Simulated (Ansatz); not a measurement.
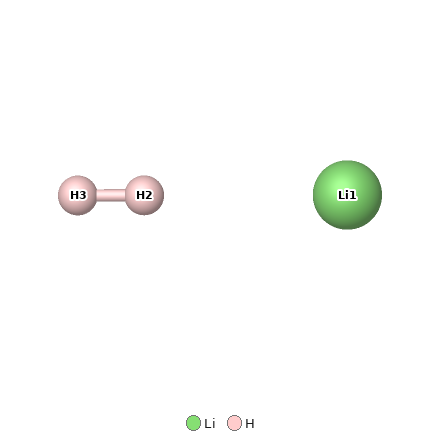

The system is Li⁺ + H₂; the picture shows the reference structure. Coordinates scanned: (1) distance Li1–H2; (2) distance H2–H3. Nothing is relaxed (the angle Li1–H2–H3 is fixed at 180 degrees). The scan uses a 17 × 17 grid. Energies are in kJ/mol, from the lowest grid point. The reference is spin-restricted, so regions where a bond is pulled apart into radicals lie too high. Level of theory: RHF/aug-cc-pVTZ in Ansatz 0.2.0.

Its coordinates:

```xyz
3

Li   -2.1400    0.0000    0.0000
H     0.0000    0.0000    0.0000
H     0.6990    0.0000    0.0000
```

Range: distance Li1–H2 from 1.272 to 2.872 Å; distance H2–H3 from 0.592 to 2.192 Å.

Predict the map.

The lowest grid point is at distance Li1–H2 = 2.140 Å, distance H2–H3 = 0.699 Å. The highest grid point, distance Li1–H2 = 1.272 Å, distance H2–H3 = 2.192 Å, lies 667 kJ/mol above the lowest.

```tsv
distance H2–H3 ↓, distance Li1–H2 →	1.272	1.379	1.536	1.719	1.922	2.140	2.373	2.617	2.872
2.192	667	629	595	578	572	574	579	585	590
1.937	592	554	521	503	497	498	501	506	511
1.693	503	466	433	415	408	408	411	415	418
1.460	400	364	332	315	308	307	309	312	314
1.242	289	255	224	207	200	199	201	203	205
1.039	182	148	120	104	97	96	97	99	100
0.856	99	67	41	26	20	19	20	21	22
0.699	74	44	19	6	1	0	1	2	3
0.592	119	90	67	55	51	50	51	52	53
```

The table holds every second grid line.

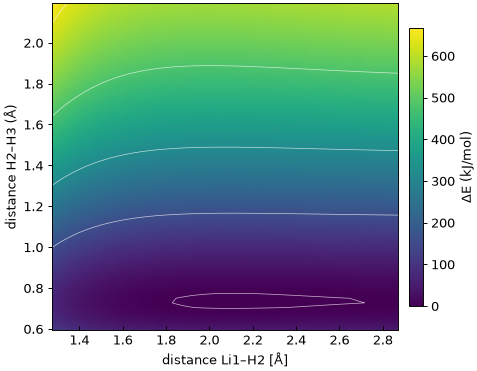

The picture shows a smooth colour map with a few white contour lines. Between grid points the surface is interpolated.

Each point was launched as `ansatz run input.yaml --threads 1 --pin off --max-ram 2560MiB --backend cpu --events-out ev --progress --plain --runs-dir out`. Time for the 289 points that were run: 57 s on 1 thread of Arm Neoverse V1, on a shared host.
